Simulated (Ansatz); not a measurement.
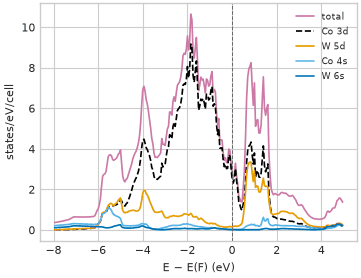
Total and projected density of states of Co₃W (Cu3Au type, space group No. 221), PBEsol (plane waves, PAW; program Ansatz)

Problem. Which orbitals carry the states next to the Fermi level?

Solution. Within 0.5 eV of the Fermi level: Co 3d 89 %, W 5d 7 %. Projections are on Löwdin-orthogonalised atomic valence shells; empty p or d shells of many metals are not among them.

Problem. Where is the tallest occupied peak in this window, and what makes it?

Solution. Near -1.8 eV, about 11 states/eV per cell; the largest projected share is Co 3d.

Space group Pm-3m (Cu3Au type). The first step of the workflow began from a Materials Project structure, measured or hypothetical; the Crystallography Open Database copy checked does not list it. COD files the formula under space group No. 194. Whether it is the stable phase at ambient conditions was not checked. Symmetry was held in the PBEsol relaxation, as lowered by the spin order; its stability against distortions is not shown here. Spin order of the final state: ferrimagnetic, the only order run, not a proven ground state. Spin–orbit coupling is left out wherever it is not named.

Potentials: the later of the program's two PAW sets.
